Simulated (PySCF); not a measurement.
# TiO2 (SMILES [O]=[Ti]=[O]): levels of theory compared

We compute a comparison of 3 runs (HF/Stuttgart-RSC, MP2/STO-6G, CASSCF(2,2)/x2c-TZVPall) of TiO2. 

The results are computed with PySCF 2.14.0.

3 further runs of the same task are left out: 1 that didn't finish, 2 set aside as unsound or not needed.

## Step 1: The structure to begin with

TiO2 has 3 atoms, charge 0, and is taken as a singlet. As SMILES, `[O]=[Ti]=[O]`. The shape comes from GFN2-xTB, which is rough for such elements, and wasn't checked as a minimum.

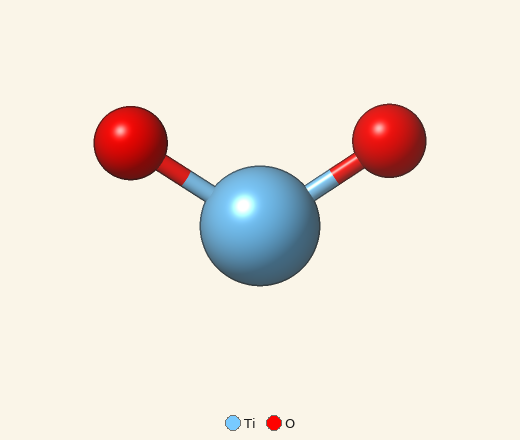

Viewed from a chosen angle; titanium blue, oxygen red.

## Step 2: Localised orbitals at HF/Stuttgart-RSC (density fitting, core potential) (run 1)

File calc.py:

```python
import numpy
from pyscf import gto, scf, lo

mol = gto.M(
    atom='''
Ti       0.004550      -0.005680      -0.594650
O        1.361390      -0.020020       0.307930
O       -1.365930       0.025690       0.286720
''',
    charge=0,
    ecp={'Ti': 'stuttgart-rsc'},
    max_memory=1860,
    basis={'default': 'stuttgart-rsc', 'O': '6-31g*'},
    spin=0,
    verbose=4,
)

hf = scf.RHF(mol)
hf = hf.density_fit()
hf.max_cycle = 100
hf.kernel()

e_tot = hf.e_tot
print('E = %.10f Eh' % e_tot)
occ = hf.mo_coeff[:, 2:mol.nelec[0]]
loc = lo.PM(mol, occ).kernel()
r1 = numpy.einsum('xij,ip,jp->px', mol.intor('int1e_r'), loc, loc)
spread = numpy.einsum('ij,ip,jp->p', mol.intor('int1e_r2'), loc, loc) - (r1 ** 2).sum(1)
centres = r1 * 0.529177
print('orbital  centre (A)  spread (bohr^2)')
for i, (c, s) in enumerate(zip(centres, spread), 1):
    print('%3d %9.4f %9.4f %9.4f %9.4f' % (i, *c, s))
```

Run with:

```bash
$ OMP_NUM_THREADS=1 python calc.py
```

The program printed:

```text
PySCF version 2.14.0

[... 49 lines left out ...]
WARN: Even tempered Gaussians are generated as DF auxbasis for  Ti
[... 32 lines left out ...]
converged SCF energy = -207.446103210039
[... 33 lines left out ...]
 12   -1.2916    0.0221    0.0295    3.0823
```

Run time: 0.7 s. Hardware: 1 thread of Intel Xeon 6975P-C (Granite Rapids), shared host; peak memory 0.13 GiB.

## Step 3: The energy at MP2/STO-6G (SMD water) (run 2)

File run.py:

```python
from pyscf import gto, scf, mp, solvent

mol = gto.M(
    atom='''
Ti       0.004550      -0.005680      -0.594650
O        1.361390      -0.020020       0.307930
O       -1.365930       0.025690       0.286720
''',
    spin=0,
    symmetry=True,
    max_memory=1860,
    verbose=3,
    basis='sto-6g',
)

mf = scf.RHF(mol)
mf = mf.SMD()
mf.with_solvent.solvent = 'water'
mf.max_cycle = 100
mf.kernel()
if not mf.converged:
    mf = mf.newton().run(mf.mo_coeff, mf.mo_occ)

pt = mp.MP2(mf, frozen=7).run()
e_tot = pt.e_tot
print('E = %.10f Eh' % e_tot)
```

Run with:

```bash
$ OMP_NUM_THREADS=1 python run.py
```

The program printed:

```text
converged SCF energy = -994.548166214641
E(RMP2) = -994.803850080435  E_corr = -0.25568386579419
E(SCS-RMP2) = -994.789758987447  E_corr = -0.241592772806157
E = -994.8038500804 Eh
```

Run time: 7.2 s. Hardware: 1 thread of Intel Xeon 6975P-C (Granite Rapids), shared host; peak memory 0.26 GiB.

## Step 4: A single-point energy at CASSCF(2,2)/x2c-TZVPall (sfX2C, density fitting) (run 3)

File job.py:

```python
# TiO2
from pyscf import gto, mcscf

mol = gto.M(
    atom=[
    ('Ti', (0.004550, -0.005680, -0.594650)),
    ('O', (1.361390, -0.020020, 0.307930)),
    ('O', (-1.365930, 0.025690, 0.286720)),
],
    charge=0,
    max_memory=1860,
    basis='x2c-tzvpall',
    spin=0,
    verbose=4,
)

myscf = mol.RHF()
myscf = myscf.sfx2c1e()
myscf = myscf.density_fit()
myscf.max_cycle = 100
myscf = myscf.newton()
myscf.kernel()

cas = mcscf.CASSCF(myscf, 2, 2)
cas.fix_spin_(ss=0.0)
cas.natorb = True
cas.kernel()
energy = cas.e_tot
print('E = %.10f Eh' % energy)
myscf.analyze()
```

Run with:

```bash
$ OMP_NUM_THREADS=1 python job.py
```

The program printed:

```text
PySCF version 2.14.0

[... 213 lines left out ...]
MO #5   energy= -17.9613704050377  occ= 2
[... 20 lines left out ...]
MO #26  energy= 0.159732623532512  occ= 0
[... 20 lines left out ...]
MO #47  energy= 0.79049348170179   occ= 0
[... 20 lines left out ...]
MO #68  energy= 2.24506613276079   occ= 0
[... 20 lines left out ...]
MO #89  energy= 5.62692252127528   occ= 0
[... 20 lines left out ...]
MO #110 energy= 44.9151985090487   occ= 0
[... 116 lines left out ...]
Dipole moment(X, Y, Z, Debye):  0.06148, -0.07644, -8.00741
```

Wall time 2.5 min (1 thread of Intel Xeon 6975P-C (Granite Rapids), shared host); peak memory 0.28 GiB.

## Step 5: Overview of the runs

| run | level | task | light atom basis | energy (Eh) | dipole moment (D) of the reference | HOMO energy (eV) | LUMO energy (eV) | wall time |
| --- | --- | --- | --- | --- | --- | --- | --- | --- |
| 1 | HF/Stuttgart-RSC (density fitting, core potential) | localise | 6-31g* | -207.446103 | 7.90 | -11.21 | -1.29 | 0.7 s |
| 2 | MP2/STO-6G (SMD water) | energy | – | -994.803850 | 7.99 | -6.57 | 5.02 | 7.2 s |
| 3 | CASSCF(2,2)/x2c-TZVPall (sfX2C, density fitting) | energy | – | -1002.652551 | 8.01 | -11.17 | -1.20 | 2.5 min |

## Step 6: Summary of results

```
                                    quantity           value
                         run 3: total energy  -1002.65255 Eh
 run 3: dipole moment (Hartree–Fock density)          8.01 D
  run 3: HOMO energy (Hartree–Fock orbitals)       -11.17 eV
  run 3: LUMO energy (Hartree–Fock orbitals)        -1.20 eV
run 3: HOMO–LUMO gap (Hartree–Fock orbitals)         9.98 eV
```

**Reading.** Some runs of one species differ in core potentials or relativity; totals across that change don't compare. In run 2 the basis is minimal, so the values are rough. All runs together took 2.7 min, the longest 2.5 min.
